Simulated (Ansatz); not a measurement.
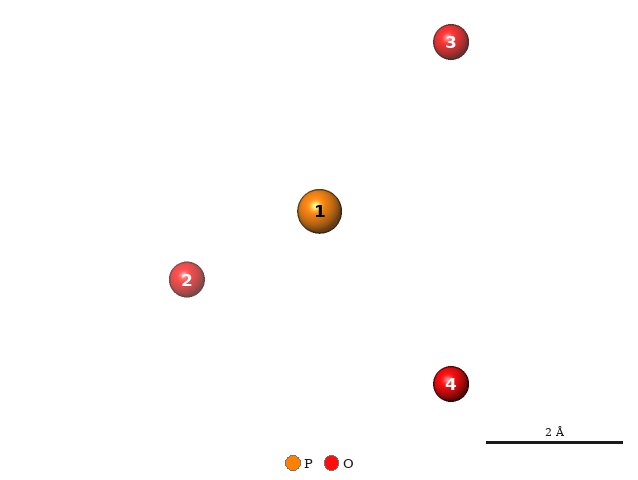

Source: calculation with Ansatz.

Orthographic view. Atoms fade into the background with distance from the viewer. Charge 0, quartet. Geometry: a fixed input geometry, not necessarily a minimum.

Give the distance matrix in Å.

```
atom    P1    O2    O3    O4
  P1  0.00                  
  O2  3.34  0.00            
  O3  3.34  5.44  0.00      
  O4  3.34  5.44  5.44  0.00
```

The spin state was imposed, and no run here compares it with a lower spin, which may lie lower.
